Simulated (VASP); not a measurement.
Band structure of CdO (space group Fm-3m). Level of theory: PBE GGA, VASP's PBE PAW potentials (set 64) (plane waves; VASP).

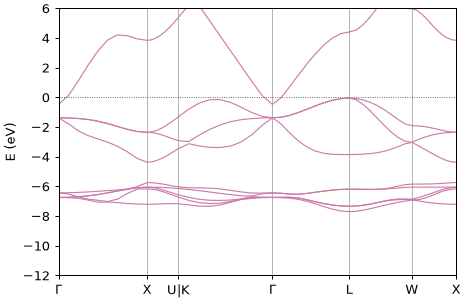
Bands along high-symmetry lines, zero at the valence-band maximum or, without a gap, the Fermi level

Question: Read the plot: is there a gap, and where are the band edges?

Answer: It has no gap at this level: it comes out as a metal or semimetal.

The structure is a typed CdO crystal (Fm-3m). The cell was not relaxed at this level.
